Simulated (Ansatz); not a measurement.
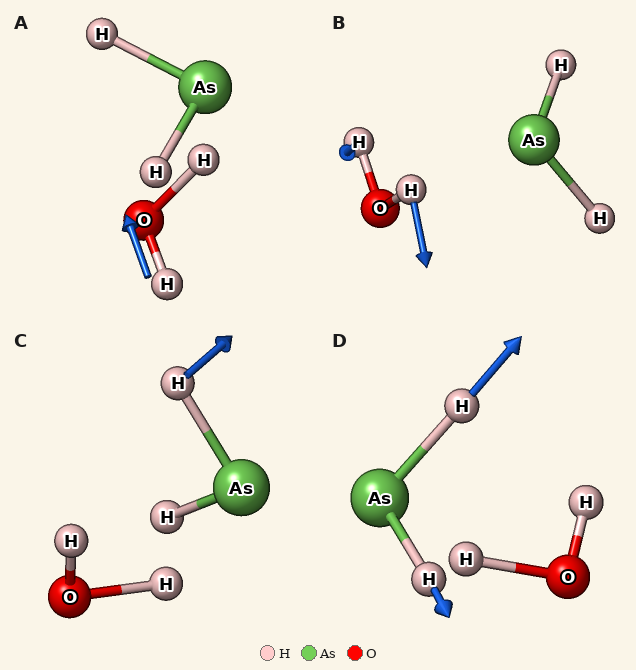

4 normal modes of one molecule or complex, as arrows. State: neutral, doublet. Harmonic vibrations computed with UKS PBE0-D4/def2-SVP (Ansatz 0.2.0) at a stationary point of the same level. It is a saddle point of order 1.

Match the panels to the wavenumbers 405 cm⁻¹, 1538 cm⁻¹, 2233 cm⁻¹, 3824 cm⁻¹.

A: 3824 cm⁻¹, O–H stretching
B: 1538 cm⁻¹, H–O–H bending
C: 405 cm⁻¹
D: 2233 cm⁻¹, in-phase stretching of 2 As–H bonds
